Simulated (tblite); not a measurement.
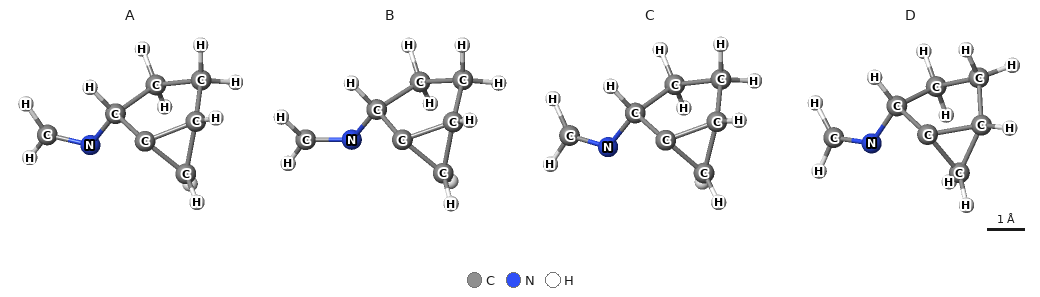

4 geometries from one relaxation of C$_{7}$H$_{10}$N (multiplicity 2), in shuffled order. The picture is a ball-and-stick view, seen from a free direction.

All numbers below come from tblite, GFN2-xTB geometry optimisation, gas phase. 

Question: Order the frames from highest to lowest energy.

Answer: D, C, A, B. They are steps 0, 18, 47, 102, at +0.960 eV, +0.126 eV, +0.034 eV relative to the last. After 102 geometry steps the energy has fallen by 0.960 eV. The largest move after the best rigid fit is that of an H atom, 1.08 Å. By element the largest moves are H 1.08 Å, N 0.56 Å, C 0.38 Å. Near-neighbour distances that change, for instance: C–C 1.538 → 1.469 Å, C–C 1.544 → 1.496 Å, C–C 1.487 → 1.528 Å, C–C 1.516 → 1.476 Å. Among the angles between lasting bonds that change: C–C–C 108.5° → 121.9°, C–C–H 110.1° → 118.4°, C–C–C 126.1° → 118.4°. Groups turn about C–N by about 45°. The run took 0.63 s on 1 thread of Arm Neoverse V1, on a shared host.
